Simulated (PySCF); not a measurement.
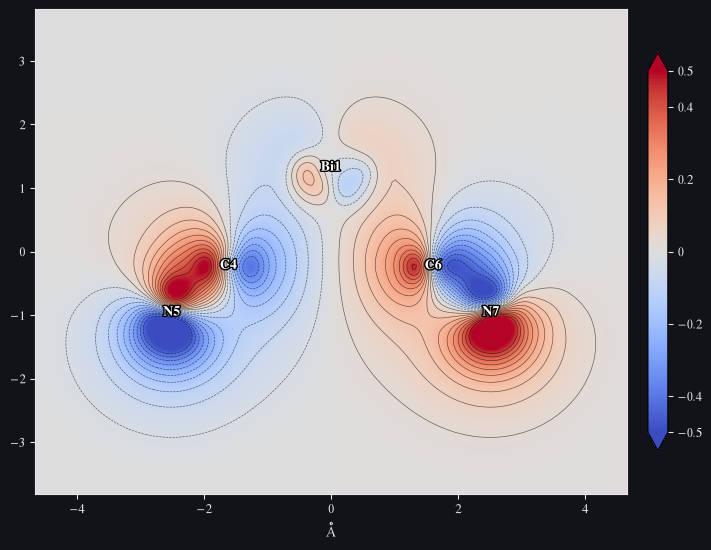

The picture shows: C$_{3}$BiN$_{3}$ (Bi(CN)3). The HOMO−1 on the plane of atoms C4, Bi1 and C6 (values in Å⁻³ᐟ²; the overall sign is arbitrary).

Core potentials replace the inner electrons of Bi.

All numbers below come from RKS r2SCAN, Bi def2-SVP with ECP60, C def2-SVP, N def2-SVP; non-relativistic Hamiltonian with scalar-relativistic core potentials where named; density fitting in PySCF.

```yaml
atoms:
  - { symbol: Bi, position_ang: [0.0000, 0.0000, 1.2015] }
  - { symbol: C, position_ang: [1.8616, 0.0000, -0.0324] }
  - { symbol: N, position_ang: [2.9005, 0.0000, -0.5619] }
  - { symbol: C, position_ang: [-0.9308, 1.6122, -0.0324] }
  - { symbol: N, position_ang: [-1.4502, 2.5119, -0.5619] }
  - { symbol: C, position_ang: [-0.9308, -1.6122, -0.0324] }
  - { symbol: N, position_ang: [-1.4502, -2.5119, -0.5619] }
```

Where does this orbital lie, and at what energy?

By Hirshfeld shares it lies mainly on N7 (about 30 %), N5 (about 30 %), C2 (about 10 %), C4 (about 10 %), C6 (about 10 %) and N3 (about 10 %). It is one of a degenerate set, so its orientation is arbitrary. Its energy is −9.04 eV.
